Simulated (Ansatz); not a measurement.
Reaction (SMILES): F[SiH2]F + 2 [H][H] (H2) → 2 F (HF) + [SiH4] (SiH4)
B3LYP-D3(BJ)/def2-TZVP geometries, fixed; electronic energies without zero-point terms.

Basis-set convergence of the energy of full hydrogenation at CCSD(T) with Ansatz (an electronic-structure program). All functions are spherical. Cores are frozen. No added dispersion term, no relativity. Functions are those of the species that has most. Reference: Hartree-Fock in cc-pV(Q+d)Z plus the correlation part extrapolated as X^-3 from cc-pV(T+d)Z and cc-pV(Q+d)Z, 58.52 kcal/mol, itself unsure by roughly 0.43 kcal/mol (a third of the extrapolation step and of the last Hartree-Fock step). Deviations are taken from unrounded values. Cost is core time over that of aug-cc-pV(D+d)Z, rough, on shared machines of one kind; a dash marks a row that isn't timed (too short, read off another run, short of memory, by another algorithm or on other hardware).

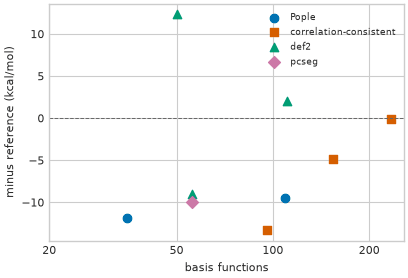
*Deviation from the reference against the number of basis functions, by family of sets.*

| basis | functions | energy of full hydrogenation (kcal/mol) | minus reference (kcal/mol) | cost |
|---|---|---|---|---|
| 6-31G | 35 | 46.65 | -11.86 | - |
| def2-SV(P) | 50 | 70.82 | 12.30 | - |
| def2-SVP | 56 | 49.56 | -8.95 | - |
| pcseg-1 | 56 | 48.51 | -10.01 | - |
| aug-cc-pV(D+d)Z | 96 | 45.24 | -13.27 | 1× |
| 6-311++G(2d,2p) | 109 | 49.08 | -9.43 | 1× |
| def2-TZVP | 111 | 60.55 | 2.03 | 1× |
| jun-cc-pV(T+d)Z | 154 | 53.63 | -4.88 | 2× |
| cc-pV(Q+d)Z | 234 | 58.44 | -0.07 | 9× |
